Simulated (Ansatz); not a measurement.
# One shape, several levels: CH3FO (SMILES OCF)

Wanted: a comparison of 6 runs (B2PLYP/STO-3G, B3LYP/STO-3G, RPA@PBE/STO-3G, CCSDT/STO-3G, CCSDTQ/STO-3G, CCSD(T)/STO-3G) of CH3FO. 

Program for the calculation: Ansatz 0.2.0.

68 further runs of the same task are left out: 2 that didn't finish, 66 set aside as unsound or not needed.

## Step 1: Starting point

The species is CH3FO (6 atoms), meant as a singlet with charge 0. As SMILES, `OCF`. The H4–O1 distance was set to 1.924 Å, away from the relaxed value. At this shape a bond of the SMILES string is far longer than usual.

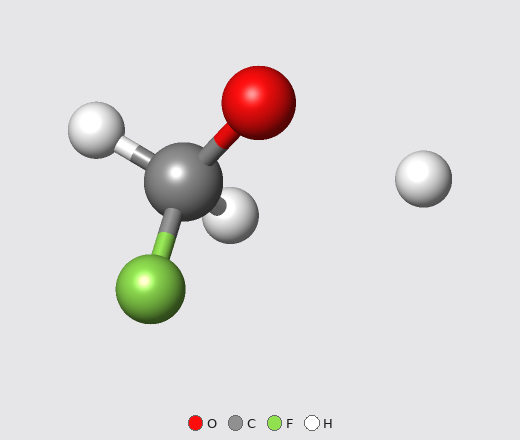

The structure, seen from a chosen angle (oxygen red, carbon grey, fluorine green, hydrogen white).

## Step 2: A single-point energy at B2PLYP/STO-3G (run 1)

File input.yaml:

```yaml
basis:
  gaussian: {orbitals: STO-3G}
crystal:
  periodic: [false, false, false]
  atoms:
    - {symbol: O, position_ang: [-0.659306, -0.899291, 0.683158]}
    - {symbol: C, position_ang: [0.384894, -0.153091, 1.161358]}
    - {symbol: F, position_ang: [0.040594, 1.181109, 1.254358]}
    - {symbol: H, position_ang: [-0.928700, -0.495100, -1.178000]}
    - {symbol: H, position_ang: [1.271494, -0.197191, 0.518058]}
    - {symbol: H, position_ang: [0.606794, -0.510891, 2.167858]}
hamiltonian: {xc: {name: B2PLYP}}
correlation: {frozen_orbitals: {C: 1, F: 1, H: 0, O: 1}}
accuracy: high
```

Started as:

```bash
$ ansatz run input.yaml --threads 1 --pin off --max-ram 2610MiB --events-out events.jsonl --progress --plain --runs-dir runs
```

Standard output:

```text
Warning: RAYON_NUM_THREADS=1 ignored (pool sized by the plan → 1); use --threads N
Functional definition: B2PLYP
  name "B2PLYP"
  parameter a = 0.53
  parameter c = 0.27
  exchange = (1 - a)*b88_x + a*exact_x
  correlation = (1 - c)*lyp_c + c*(mp2_os + mp2_ss)
321 factors; integrals over basis functions are off by at most 3.3e-8 eV
mean field evaluation 1: about -5749.7556 eV, gradient 3.0e1 eV
mean field evaluation 2: about -5749.7977 eV, gradient 3.0e1 eV
mean field evaluation 4: about -5752.7009 eV, gradient 1.2e1 eV
mean field evaluation 8: about -5753.2439 eV, gradient 6.3e-2 eV
mean field evaluation 16: about -5753.2440 eV, gradient 3.8e-5 eV
mean field -5753.24398120 eV, -211.4278166202 hartree, gradient 7.9e-8 eV, S^2 0.000000; 0 other end points of the search recorded, 0 dependent functions left out; unrestricted orbitals would lower it
3 core orbitals not correlated: weight in the atoms' cores, before any rotation towards them, 1.000 or more for the frozen orbitals, at most 0.000 for the correlated occupied ones
reference -5753.24399719 eV, -211.4278172081 hartree; 10, 10 occupied and 5, 5 virtual orbitals, 321 factors
second order -7.02431836 eV of doubles, -0.00000000 eV of singles
Total energy: -5755.14056315 eV, -211.4975147215 hartree
```

Wall time 1.5 s (1 thread of Arm Neoverse V1, shared host); peak memory 0.096 GiB.

## Step 3: The energy at B3LYP/STO-3G (run 2)

File molecule.yaml:

```yaml
crystal:
  periodic: [false, false, false]
  atoms:
    - {symbol: O, position_ang: [-0.659306, -0.899291, 0.683158]}
    - {symbol: C, position_ang: [0.384894, -0.153091, 1.161358]}
    - {symbol: F, position_ang: [0.040594, 1.181109, 1.254358]}
    - {symbol: H, position_ang: [-0.928700, -0.495100, -1.178000]}
    - {symbol: H, position_ang: [1.271494, -0.197191, 0.518058]}
    - {symbol: H, position_ang: [0.606794, -0.510891, 2.167858]}
basis:
  gaussian: {orbitals: STO-3G}
hamiltonian: {xc: {name: B3LYP}}
accuracy: high
```

Started as:

```bash
$ ansatz run molecule.yaml --threads 1 --pin off --max-ram 2610MiB --events-out events.jsonl --progress --plain --runs-dir runs
```

Standard output:

```text
Warning: RAYON_NUM_THREADS=1 ignored (pool sized by the plan → 1); use --threads N
Functional definition: B3LYP
  name "B3LYP"
  parameter a0 = 0.2
  parameter ax = 0.72
  parameter ac = 0.81
  exchange = (1 - a0 - ax)*slater_x + ax*b88_x + a0*exact_x
  correlation = (1 - ac)*vwn_rpa_c + ac*lyp_c
321 factors; integrals over basis functions are off by at most 3.3e-8 eV
mean field evaluation 1: about -5760.8455 eV, gradient 2.3e1 eV
mean field evaluation 2: about -5754.0221 eV, gradient 4.5e1 eV
mean field evaluation 4: about -5762.4987 eV, gradient 3.7e0 eV
mean field evaluation 8: about -5762.5250 eV, gradient 3.7e-1 eV
mean field evaluation 16: about -5762.5256 eV, gradient 6.9e-6 eV
mean field -5762.52561426 eV, -211.7689103438 hartree, gradient 3.4e-8 eV, S^2 0.000000; 0 other end points of the search recorded, 0 dependent functions left out
reference -5762.52563910 eV, -211.7689112568 hartree; 13, 13 occupied and 5, 5 virtual orbitals, 321 factors
Total energy: -5762.52563910 eV, -211.7689112568 hartree
```

Wall time 1.2 s (1 thread of Arm Neoverse V1, shared host); peak memory 0.093 GiB.

Runs 3 to 5 aren't shown in full; the table further down has their settings and results.

## Step 4: The energy at CCSD(T)/STO-3G (run 6)

File run.yaml:

```yaml
crystal:
  periodic: [false, false, false]
  atoms:
    - {symbol: O, position_ang: [-0.659306, -0.899291, 0.683158]}
    - {symbol: C, position_ang: [0.384894, -0.153091, 1.161358]}
    - {symbol: F, position_ang: [0.040594, 1.181109, 1.254358]}
    - {symbol: H, position_ang: [-0.928700, -0.495100, -1.178000]}
    - {symbol: H, position_ang: [1.271494, -0.197191, 0.518058]}
    - {symbol: H, position_ang: [0.606794, -0.510891, 2.167858]}
basis:
  gaussian: {orbitals: STO-3G}
correlation: {method: ccsd_t, frozen_orbitals: {C: 1, F: 1, H: 0, O: 1}}
accuracy: high
scf: {omitted_lower_state_checks: [cluster_reference, increment]}
```

Started as:

```bash
$ ansatz run run.yaml --threads 1 --pin off --max-ram 2610MiB --events-out events.jsonl --progress --plain --runs-dir runs
```

Standard output:

```text
Warning: RAYON_NUM_THREADS=1 ignored (pool sized by the plan → 1); use --threads N
[... 11 lines left out ...]
3 core orbitals not correlated: weight in the atoms' cores, before any rotation towards them, 1.000 or more for the frozen orbitals, at most 0.000 for the correlated occupied ones
[... 37 lines left out ...]
WARN: these amplitudes may be one of several solutions (largest doubles amplitude 0.54, level shift 7.80 eV)
Total energy: -5741.79885730 eV, -211.0072160748 hartree
Checks for a lower state left out: cluster_reference, increment
```

It took 0.2 s on 1 thread of Arm Neoverse V1, shared host.

## Step 5: All runs side by side

```
run           level  frozen core orbitals  energy (Eh)  wall time
  1   B2PLYP/STO-3G                     3  -211.497515      1.5 s
  2    B3LYP/STO-3G                     –  -211.768911      1.2 s
  3  RPA@PBE/STO-3G                     3  -211.053140      1.9 s
  4    CCSDT/STO-3G                     3  -211.007502     0.72 s
  5   CCSDTQ/STO-3G                     3  -211.007909       23 s
  6  CCSD(T)/STO-3G                     3  -211.007216      0.2 s
```

## Step 6: Summary of results

| quantity | value |
| --- | --- |
| run 6: total energy | -211.00722 Eh |
| run 6: correlation energy (3 core orbitals frozen) | -267.1 mEh |
| run 6: (T) correction | -3.85 mEh |
| run 6: T1 diagnostic | 0.019 |

Totals of different functionals can't be ranked against each other. In runs 1, 3, 4, 5, 6 the log says that unrestricted orbitals would lower the reference, so the values rest on an unstable closed-shell determinant (other closed-shell runs at this shape may share the fault). In runs 1, 2, 3, 4, 5, 6 the basis is minimal, so the values are rough. In runs 1, 2, 3, 6 a closed-shell determinant meets a far-stretched bond, which it describes badly. All runs together took 28 s, the longest 23 s.
